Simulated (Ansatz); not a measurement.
# Ligand exchange: C3H7ClMg + BH2(NH2) → C3H9MgN + BH2Cl

Species: C3H7ClMg `C[CH](C)[Mg][Cl]`, singlet; BH2(NH2), singlet; C3H9MgN `C[CH](C)[Mg][NH2]`, singlet; BH2Cl `BCl`, singlet. The partners trade Cl for NH2: Mg–Cl and B–NH2 bonds give way to Mg–NH2 and B–Cl.

Shapes, held fixed at every level: PBE0-D4/def2-TZVP. Programs: Ansatz 0.2.0. Electronic energies: no zero-point or thermal term.

```
               level                    kind  ΔE (kJ/mol)  less CCSD(T)/def2-TZVPP
         HF/def2-SVP            Hartree–Fock       +228.3                    +30.3
   PBE-D4/def2-TZVPP                     GGA       +201.0                     +3.0
r2SCAN-D4/def2-TZVPP                meta-GGA       +206.0                     +8.0
 B3LYP-D4/def2-TZVPP           global hybrid       +205.8                     +7.8
  wB97M-V/def2-TZVPP  range-separated hybrid       +205.0                     +7.0
        MP2/def2-SVP     perturbation theory       +213.9                    +15.9
     CCSD/def2-TZVPP   coupled cluster or CI       +200.2                     +2.2
  CCSD(T)/def2-TZVPP   coupled cluster or CI       +198.0                      0.0
```

The highest level, CCSD(T)/def2-TZVPP, gives ΔE = +198.0 kJ/mol; the levels span +198.0 to +228.3. The column of differences is taken from that level and isn't an error. No measured value is set beside it here. Outer-core shells of Mg are correlated in most correlated rows, in sets that cover them unevenly.

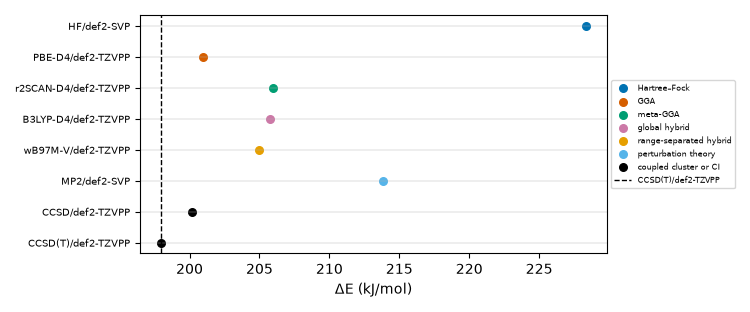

The values of the table, level by level.
